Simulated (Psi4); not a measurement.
# Two attempts at BH3O (SMILES BO)

Wanted: a single-point energy of BH3O, CISDT/3-21G (DKH2).

The calculation is run with Psi4 1.11.

2 further runs of the same task are left out: 2 set aside as unsound or not needed.

## (1) The system as given

BH3O has 5 atoms, charge 0, and is taken as a singlet. As SMILES, `BO`. The coordinates come from a PBE0-D4/def2-TZVP relaxation.

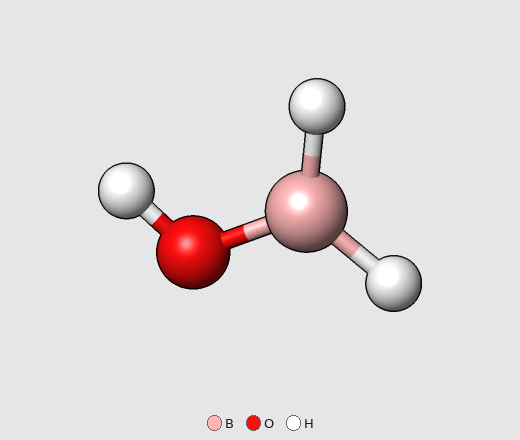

Viewed from a chosen angle; boron pink, oxygen red, hydrogen white.

## (2) The input as first written

Contents of bh3o.py:

```python
import psi4

psi4.set_memory('1600 MB')
psi4.set_num_threads(1)
psi4.set_output_file('run.log', False)

geom = psi4.geometry("""
1 1
B
O 1 1.347731
H 1 1.196215 2 116.80701
H 1 1.201722 3 122.5396 2 179.98489
H 2 0.960686 1 113.511 3 179.99798
units angstrom
""")

psi4.set_options({
    'scf_type': 'pk',
    'freeze_core': True,
    'relativistic': 'dkh',
    'dkh_order': 2,
})

energy_value = psi4.energy("cisdt/3-21G")
print(f'total energy {energy_value:.8f} hartree = {energy_value * 27.211386:.5f} eV')
for k, v in sorted(psi4.core.scalar_variables().items()):
    print(f'{k:45s} {v:18.10f}')
```

Started as:

```bash
python bh3o.py
```

run.log:

```text
-----------------------------------------------------------------------
                               Psi4 1.11 release

    h
    h
    h

    -----------------------------------------------------------------------

    Memory:     1.5 GiB
    Threads:    1
                ecpint, einsums, f̶o̶r̶t̶e̶, gauxc, gcp, g̶d̶m̶a̶, geometric, g̶p̶u̶_̶d̶f̶c̶c̶,
                i̶n̶t̶e̶g̶r̶a̶t̶o̶r̶x̶x̶, i̶p̶i̶, libefp, m̶d̶i̶, m̶p̶2̶d̶, m̶r̶c̶c̶, ooo,
                o̶p̶e̶n̶f̶e̶r̶m̶i̶o̶n̶p̶s̶i̶4̶, pcmsolver, p̶s̶i̶4̶f̶o̶c̶k̶c̶i̶, p̶s̶i̶x̶a̶s̶,
                p̶y̶e̶i̶n̶s̶u̶m̶s̶, r̶e̶s̶p̶, s̶i̶m̶i̶n̶t̶, s̶n̶s̶m̶p̶2̶,
                v̶2̶r̶d̶m̶_̶c̶a̶s̶s̶c̶f̶
```

On the terminal:

```text
Traceback (most recent call last):
  File "bh3o.py", line 7, in <module>
    geom = psi4.geometry("""
qcelemental.exceptions.ValidationError: Inconsistent or unspecified chg/mult: sys chg: None, frag chg: [1.0], sys mult: None, frag mult: [1]
```

It took 0.64 s on 1 thread of Intel Xeon 6975P-C (Granite Rapids), shared host; peak memory 0.13 GiB.

## (3) Reading the log

The program refused the input.

The telling line is `qcelemental.exceptions.ValidationError: Inconsistent or unspecified chg/mult: sys chg: None, frag chg: [1.0], sys mult: None, frag mult: [1]`. What is wrong: charge and multiplicity as typed don't fit the electron count or the species meant. To mend it: charge 0 in place of 1. That is the species meant; for the charge typed, the multiplicity would have to change.

## (4) Try two

Contents of calc.py:

```python
import psi4

psi4.set_memory(1600000000)
psi4.set_num_threads(1)
psi4.set_output_file('output.dat', False)

mol = psi4.geometry("""
0 1
B
O 1 1.347731
H 1 1.196215 2 116.80701
H 1 1.201722 3 122.5396 2 179.98489
H 2 0.960686 1 113.511 3 179.99798
""")

psi4.set_options({
    'scf_type': 'pk',
    'freeze_core': True,
    'relativistic': 'dkh',
    'dkh_order': 2,
})

e_tot, wfn = psi4.energy("cisdt/3-21G", return_wfn=True)
print(f'total energy {e_tot:.8f} hartree = {e_tot * 27.211386:.5f} eV')
```

Started as:

```bash
python calc.py
```

output.dat:

```text
[...]
  Running in c1 symmetry.
[...]
  Nuclear repulsion =   30.404687369116104
[...]
  Multiplicity = 1
[...]
  Nalpha       = 8
  Nbeta        = 8
[...]
    Number of basis functions: 24
[...]
   @RHF iter   1:  -100.76932484363481   -7.75158e-01   1.29111e-02 DIIS/ADIIS
[...]
   @RHF iter  10:  -100.81091074920757   -1.29319e-12   8.59839e-09 DIIS
[...]
    Orbital Energies [Eh]
    ---------------------
    Doubly Occupied:
       1A    -20.504722     2A     -7.593738     3A     -1.381396
       4A     -0.766536     5A     -0.643910     6A     -0.570095
       7A     -0.536860     8A     -0.456028
[...]
  @RHF Final Energy:  -100.81091074920757
[...]
 Multipole Moments:
 ------------------------------------------------------------------------------------
     Multipole            Electronic (a.u.)      Nuclear  (a.u.)        Total (a.u.)
 ------------------------------------------------------------------------------------
 L = 1.  Multiply by 2.5417464519 to convert [e a0] to [Debye]
 Dipole X            :          0.0003385           -0.0002609            0.0000776
 Dipole Y            :         -0.0081521           -0.7411266           -0.7492787
 Dipole Z            :          0.9744360           -0.8249597            0.1494762
 Magnitude           :                                                    0.7640430
[...]
   ==> Energetics <==
    SCF energy =         -100.810910749207565
    Total CI energy =    -100.995819430268270
[...]
```

Standard output:

```text
total energy -100.99581943 hartree = -2748.23623 eV
```

It took 9.6 s on 1 thread of Intel Xeon 6975P-C (Granite Rapids), shared host; peak memory 0.23 GiB.

## (5) Results

Level: CISDT/3-21G (DKH2).

| quantity | value |
| --- | --- |
| total energy | -100.99582 Eh |
| HOMO energy (Hartree–Fock orbitals) | -12.41 eV |
| LUMO energy (Hartree–Fock orbitals) | 3.91 eV |
| HOMO–LUMO gap (Hartree–Fock orbitals) | 16.32 eV |
| correlation energy (2 core orbitals frozen) | -184.9 mEh |
